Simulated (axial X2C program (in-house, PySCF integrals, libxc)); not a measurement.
AuH⁻: relativistic diatomic calculation

- system: AuH⁻, single determinant with Ω = 1/2.
- method: PBE0, two-component X2C with atomic mean-field Coulomb and Gaunt terms, Au dyall-acv3z, H dyall-av3z (cores contracted) (axial X2C program (in-house, PySCF integrals, libxc))

**The input**
```
{"zs": [79, 1], "q": -1, "bas": ["dyall-acv3z", "dyall-av3z"], "levels": ["PBE0", "HF", "B3LYP"], "cc": true, "r0": 1.56, "thr": -2.0, "nmax": 90, "npts": 10, "nst": 2, "ntry": 6}
```

The line is the task of a batch: nuclear charges, charge, bases, the levels to run, a first guess of the distance and further settings. This report covers PBE0 with spin-orbit coupling. The log is that of the reference distance 1.619 Å, started from orbitals converged before.

Hardware: 1 thread of Arm Neoverse V2, 24 GiB of memory available, shared host.

Launched within a batch (the task file carries these settings):
```bash
python <driver script> task.json out
```

**Log**
```
two-component X2C + atomic mean field  PBE0
basis functions 213  fitting functions 1040  grid points 5070
iter        total energy     max residual
   1     -19017.665661722     5.77e-06
   2     -19017.665661730     2.23e-06
   3     -19017.665661731     2.89e-06
converged
one-electron -26116.27801361  Coulomb 7460.53958701  exact exchange -91.08936254  xc functional -278.98347503  nuclear repulsion 25.82149454  atomic mean-field constant -17.67589210
```

**The points of the curve**

```csv
R (Å),E (hartree),"dipole (D; origin at the first atom, positive when the second is positive)",highest filled (eV),lowest empty (eV)
1.409,−19017.651666,2.68,0.87,1.73
1.473,−19017.659799,2.32,0.87,1.77
1.522,−19017.663317,2.00,0.86,1.80
1.570,−19017.665144,1.68,0.85,1.82
1.619,−19017.665662,1.33,0.83,1.84
1.676,−19017.665003,0.93,0.79,1.85
1.732,−19017.663347,0.53,0.75,1.87
1.805,−19017.660215,0.04,0.69,1.89
1.894,−19017.655484,−0.54,0.60,1.92
2.024,−19017.647906,−1.28,0.44,1.95
```

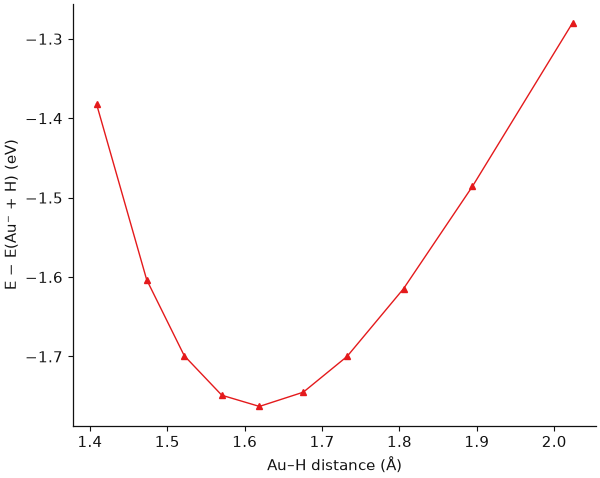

*Energy at 10 bond lengths, for one set of occupations held fixed; the line joins the points.*

A polynomial of degree 6 through 9 points gives rₑ = 1.617 Å, ωₑ = 1783 cm⁻¹, ωₑxₑ = 55 cm⁻¹ and Bₑ = 6.427 cm⁻¹. The minimum lies 1.76 eV below Au⁻ + H, each computed as one determinant at the same level.

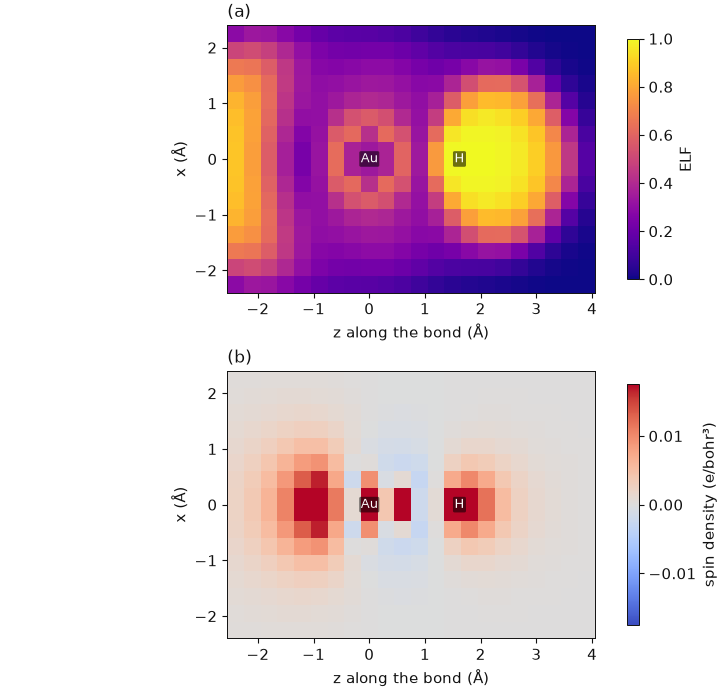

*(a) electron localisation function; (b) spin density, in a plane that holds the axis, at 1.62 Å, on points 0.3 Å apart (one half computed, the other mirrored); the structure near the nuclei is finer than these points.*

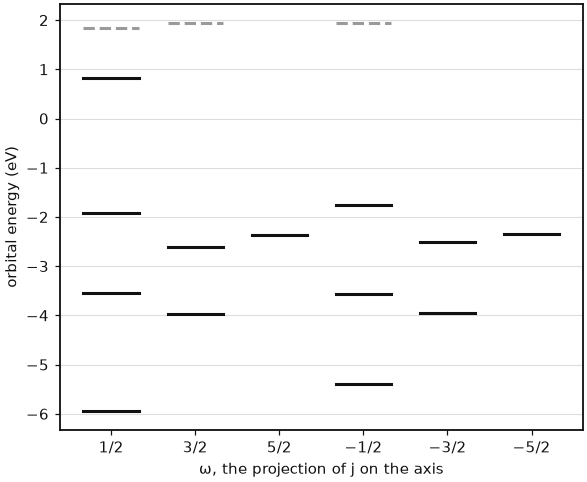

*Orbital energies near the frontier at 1.62 Å, filled (solid) and empty (dashed).*

The highest filled spinor (1/2; 60 % Au p, 18 % Au s) lies at 0.83 eV, the lowest empty one (1/2; 92 % Au p, 6 % Au s) at 1.84 eV. A filled level above zero is held only by the finite basis .

**Summary**

| quantity | value |
| --- | --- |
| outcome | converged; a filled level lies above zero |
| bond length rₑ | 1.617 Å |
| ωₑ | 1783 cm⁻¹ |
| energy at the minimum | −19017.66566 hartree |
| depth below the fragments | 1.76 eV |
| wall time | 8.7 s |

**Remarks**

The highest filled level (PBE0, up to 0.87 eV) lies above zero. That is common for anions, where the functional's self-interaction leaves the outer electrons unbound; only the finite basis holds them, so such levels depend on it.
